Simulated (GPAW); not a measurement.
Consider TiSe (Pnma).

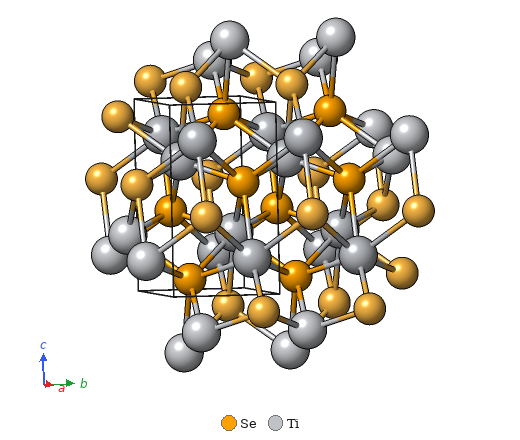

The structure (selenium orange, titanium light grey). 1×2×1 cells are drawn. Some periodic images of atoms are drawn too.

```
Se Ti
1.0
     6.46200    0.00000    0.00000
     0.00000    3.49400    0.00000
     0.00000    0.00000    6.22200
Se Ti
4 4
Cartesian
  5.0404 2.6205 3.6088
  4.6526 0.8735 0.4978
  1.8094 2.6205 5.7242
  1.4216 0.8735 2.6132
  6.3974 2.6205 1.1822
  3.2956 0.8735 4.2932
  3.1664 2.6205 1.9288
  0.0646 0.8735 5.0398
```

Absorber: atom 5, with 1 Se at 2.52 Å, 2 Se at 2.56 Å, 2 Se at 2.70 Å and 1 Se at 2.78 Å (distorted octahedral, site symmetry m). Method: GPAW, LDA, excited-electron core hole (neutral cell), 16-atom cell with 7.0 Å between holes, 5×5×5 k points, dipole transitions, Gaussian full width 0.94 eV up to 4 eV, rising linearly to 3.5 eV at 25 eV.

Q: Predict the near-edge structure at the Ti K edge.

Main maxima up to 30 eV above the zero (height): 2.2 eV (0.39), 8.3 eV (1.68), 18.1 eV (1.12) and 29.1 eV (0.95). A K edge sees empty p states. The first eV above the zero hold little dipole weight, as the lowest empty bands are of d character; the main edge, of 4p character, rises through 0.6 near 5 eV above the zero. The total-energy difference is 4970.05 eV. One term is added: -22.68 eV, since the hole is spin-paired here and a spin-polarised one costs that much less in the free atom (computed apart). The photon energy is then 4947.37 eV. The tabulated edge of the element is 4966 eV. The functional leaves an error in such absolute values: in the free atom LDA prices this hole 13.2 eV below PBE (computed apart), and PBE is itself good to a few eV.

The Ti K spectrum (energy from the lowest empty level; intensity scaled to a mean of 1 over the first 20 eV; polarised curves are means over the symmetry-equivalent atoms):

```
E (eV)  isotropic  ε ∥ x  ε ∥ y  ε ∥ z
  -2.0       0.00   0.00   0.00   0.00
  -0.5       0.01   0.00   0.02   0.02
   1.0       0.28   0.13   0.32   0.40
   2.5       0.37   0.41   0.37   0.33
   4.0       0.27   0.19   0.22   0.41
   5.5       0.96   0.77   1.02   1.09
   7.0       1.44   1.64   1.48   1.22
   8.5       1.67   1.76   1.79   1.47
  10.0       1.37   1.31   1.42   1.37
  11.5       1.27   1.32   1.14   1.35
  13.0       1.23   1.16   1.17   1.34
  14.5       1.05   1.02   1.01   1.12
  16.0       1.01   1.06   0.96   1.03
  17.5       1.11   1.10   1.13   1.10
  19.0       1.10   1.14   1.10   1.07
  20.5       1.05   1.11   1.04   1.00
  22.0       0.98   1.03   1.00   0.91
  23.5       0.93   0.95   0.98   0.85
  25.0       0.89   0.94   0.93   0.81
  26.5       0.91   0.96   0.93   0.84
  28.0       0.95   0.98   0.96   0.90
  29.5       0.95   0.97   0.95   0.94
  31.0       0.93   0.91   0.91   0.96
```

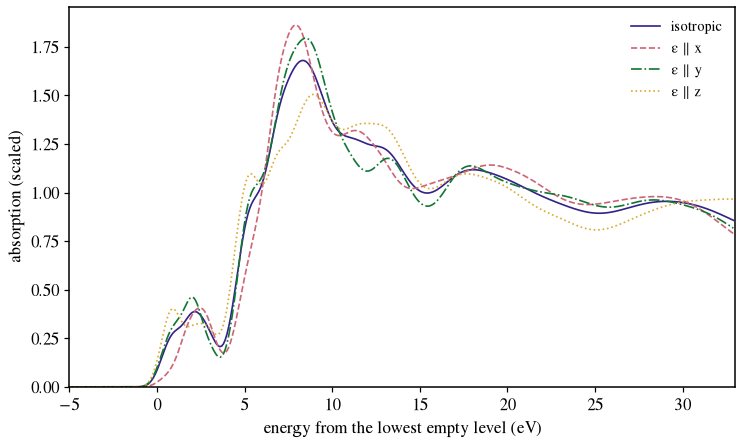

The Ti K edge.

The unit cell's mesh shows no gap over 0.35 eV. That is right for a metallic compound; for a small-gap or correlated insulator it would be the fault of the functional or of the assumed magnetic order, and the hole would be screened too well. Quadrupole 1s→3d transitions, which feed the pre-edge, are not in the dipole spectrum. The mesh is coarse (0.23 Å⁻¹ between points), so small maxima may be mesh ripples. The structure is a published determination, not relaxed.

[Banner, clock and machine lines of the logs are left out without a mark of their own.]

[Logs are printed without paths, hosts, clocks, repeated set-up lines and the standing remarks that a program may print on its own settings, such as how far it seeks lower states.]

[Hosts, paths, dates, database ids (printed as entryN), source tags and the programs' standing remarks are cut or masked in the printed files.]

[Lists of maxima count a maximum above −3 eV only where it reaches 4 % of the highest in the window and stands out from its surroundings by 2 % of it (1.5 % where it reaches 55 %); shoulders and weaker maxima are passed over, and of the rest the first, up to two pre-edge ones and the few strongest are named.]
